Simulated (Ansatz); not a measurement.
Fields on a plane of ZrB2 (AlB2 type, space group P6/mmm)

```xyz
3
Lattice="3.1677 0.0000 0.0000 -1.5839 2.7433 0.0000 0.0000 0.0000 3.5503" Properties=species:S:1:pos:R:3 pbc="T T T"
Zr     0.0000     0.0000     0.0000
B      0.0000     1.8289     1.7751
B      1.5839     0.9144     1.7751
```

The slice is a (0001) plane (indices of the conventional cell) through the point (0.667, 0.333, 0.500) (fractional), spanned by u = [110] and v = [1 -1 0] in vectors of this cell: u (3.17 Å) and v (5.49 Å, at 90° to u). It covers one period; positions are fractions (u, v).

Atoms on it: B at (0.00, 0.67); B at (0.50, 0.17); B at (0.00, 0.00); B at (0.50, 0.50).

Calculation: r2SCAN (plane waves to 500 eV, PAW, scalar-relativistic; Ansatz, a first-principles code). k mesh 17×17×13. Near the nuclei the fields are pseudised (PAW); where an atom keeps semicore shells as valence, they peak there. ZrB2 is run without spin polarisation. ZrB2 was relaxed with its symmetry unable to fall.

| v \ u | 0.00 | 0.11 | 0.22 | 0.33 | 0.44 | 0.56 | 0.67 | 0.78 | 0.89 |
|---|---|---|---|---|---|---|---|---|---|
| 0.88 | x | x | 8.7 | 11.1 | 11.2 | 11.2 | 11.1 | 8.7 | x |
| 0.75 | x | x | 5.8 | 10.6 | 11.2 | 11.2 | 10.6 | 5.8 | x |
| 0.62 | x | x | x | 5.5 | x | x | 5.5 | x | x |
| 0.50 | 7.6 | 8.4 | 6.4 | x | x | x | x | 6.4 | 8.4 |
| 0.38 | 11.2 | 11.2 | 10.3 | 6.4 | x | x | 6.4 | 10.3 | 11.2 |
| 0.25 | 11.2 | 11.1 | 8.9 | x | x | x | x | 8.9 | 11.1 |
| 0.12 | x | x | 5.3 | x | x | x | x | 5.3 | x |
| 0.00 | x | x | x | 8.2 | 7.9 | 7.9 | 8.2 | x | x |

Values: electrostatic potential energy of an electron, from the cell's mean, in eV. Points within 0.8 Å of a nucleus are blanked (x), as the pseudised field means little there. Values under 3 eV are set to 3. The zero, the cell's mean, hangs on the PAW cores.

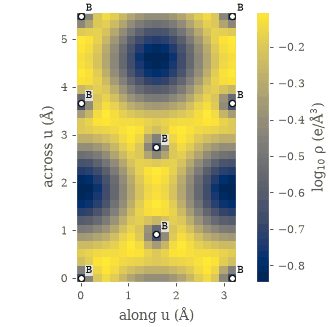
Figure. Log₁₀ of the valence density in e/Å³, one period of the plane, atoms marked. The scale is logarithmic, as a density can span decades between atoms and voids.

| Item | Result |
|---|---|
| Density on the B–B line (1.83 Å) at its midpoint | 0.74 e/Å³ |
| ELF at that point | 0.9 |
| ELF maximum in the middle third of the B–B line | 0.86, 0.9 Å from B |
